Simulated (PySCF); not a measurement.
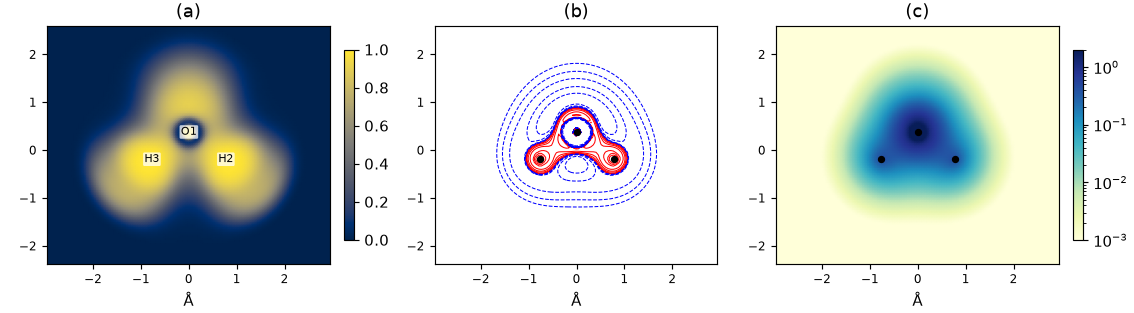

Figure 1: H$_{2}$O, SMILES `O`. Three fields in the molecular plane. (b): solid red lines positive, dashed blue lines negative.

Method: PBE/def2-TZVP; geometry: GFN2-xTB; program: PySCF. No frequency check shows the geometry to be a minimum.

### The panels show, in some order, the electron density, negative Laplacian of the density (−∇²ρ) and electron localisation function (ELF). Which is which?

(a) is the electron localisation function (ELF): it runs from 0 to 1 and is close to 1 over wide basins that fill the valence regions. (b) is the negative Laplacian of the density (−∇²ρ): shells alternate in sign around each nucleus and valence concentrations outline the bonding and non-bonding pairs. (c) is the electron density: it is positive everywhere and peaks at the nuclei.
